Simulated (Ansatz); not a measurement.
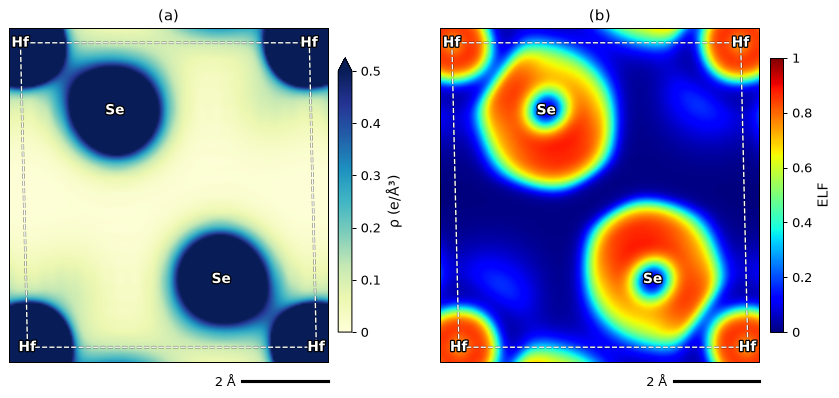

HfSnSe₄. (a) valence pseudo-density; (b) ELF on the (010) plane of the conventional cell.

Space group P2/m; a structure generated by program, which may or may not match a known phase; computed pressure about −2 GPa in this cell.

Computed with DFT PBEsol, scalar-relativistic, plane waves, PAW (Ansatz).

### Describe what can be read from this map.

Atoms in the plane: Hf and Se. Between the atoms the lowest density in this plane is 0.004 e/Å³. The features right at Hf lie inside the PAW spheres, where the map follows smoothed inner orbitals and isn't to be read closely.
